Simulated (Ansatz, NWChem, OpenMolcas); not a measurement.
## A ladder of methods for BI3 (SMILES IB(I)I)

BI3 has 4 atoms, charge 0, and is taken as a singlet. As SMILES, `IB(I)I`. Geometry: relaxed at PBE0-D4/def2-TZVP.

```csv
atom,x (Å),y (Å),z (Å)
I,-1.3085,-0.2952,1.6156
B,0.0139,-0.0151,-0.0051
I,1.8768,-1.0063,-0.0303
I,-0.5265,1.2563,-1.6005
```

Each level gives the vertical ionisation energy (to the doublet cation) (eV). The values are calculated.

| level | kind | program | value (eV) | CPU time (all runs) |
| --- | --- | --- | --- | --- |
| SVWN5/def2-SVP (core potential) | LDA | NWChem | 8.90 | 35 s |
| revPBE/def2-SVP (core potential) | GGA | Ansatz | 8.66 | 29 s |
| BHLYP/def2-SVP (core potential) | global hybrid | Ansatz | 9.38 | 44 s |
| M06-2X/def2-SVP (core potential) | hybrid meta-GGA | OpenMolcas | 9.65 | 84 s |
| CAM-B3LYP/def2-SVP (core potential) | range-separated hybrid | Ansatz | 9.41 | 48 s |
| B2PLYP/def2-SVP (core potential) | double hybrid | Ansatz | 9.10 | 61 s |
| RPA@PBE/def2-SVP (core potential) | RPA | Ansatz | 8.76 | 64 s |
| MP2/def2-SVP (core potential) | perturbation theory | NWChem | 9.58 | 2.8 min |
| BCCD(T)/def2-SVP (core potential) | coupled cluster or CI | Ansatz | 9.12 | 8.9 min |

Spin-orbit coupling, which can split open shells on such heavy atoms by tenths of an eV, is left out. The values span 8.66 to 9.65 eV. In the correlated wave-function rows the outer d shell of I is correlated, in sets not made for it. Times are those of the runs behind each value, whatever else they computed, on shared processors of several kinds: orders of magnitude only.

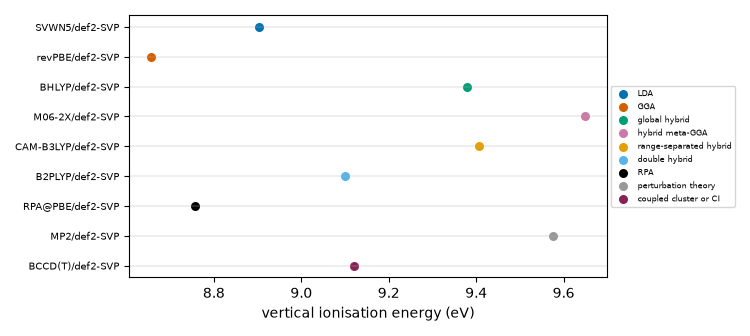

The values of the table, level by level.
